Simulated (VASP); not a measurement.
Band structure of BP (zinc blende). Method: optB88-vdW, VASP's PBE PAW potentials (set 64) (plane waves; VASP).

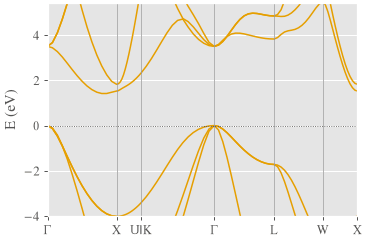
Fig. 1. Bands along high-symmetry lines, zero at the valence-band maximum or, without a gap, the Fermi level

**Question.** Read the plot: is there a gap, and where are the band edges?

**Answer.** The gap is indirect, 1.42 eV, from the valence maximum at Γ to the conduction minimum at Γ-X at 0.79. (Edges off the drawn lines would not show.)

The compound is BP in the zinc blende structure. It was relaxed first.
